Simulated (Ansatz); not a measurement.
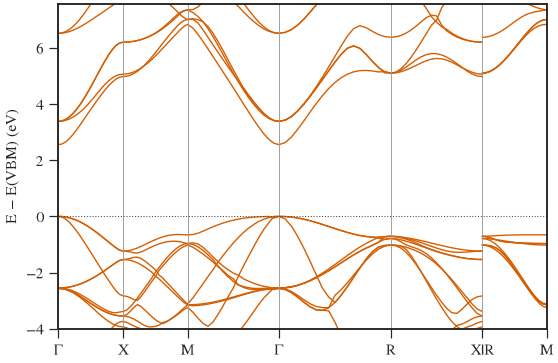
Fig. 1. Band structure from DFT-LDA in the program Ansatz with PAW potentials

### Question
Read off the gap and where the band edges lie.

### Answer
About 2.6 eV (2.56 eV by a search for the band edges); maximum at Γ, minimum at Γ.

The material is AlGa$_{3}$N$_{4}$ in space group P-43m (No. 215; Al on 1a, Ga on 3c, N on 4e).

The workflow started from a Materials Project entry (that database holds measured and hypothetical structures alike); the Crystallography Open Database copy checked does not list it. With Al and Ga taken as one species the cell has the higher symmetry F-43m, so it may be an ordered model of a mixed-site phase. Whether it is the stable phase at ambient conditions was not checked. The cell was relaxed with LDA under the symmetry of its start; phonons on a q-mesh show no instability. Scalar-relativistic: spin–orbit coupling is off unless named, which matters more the heavier the elements.

Potentials: the later of the program's two PAW sets.
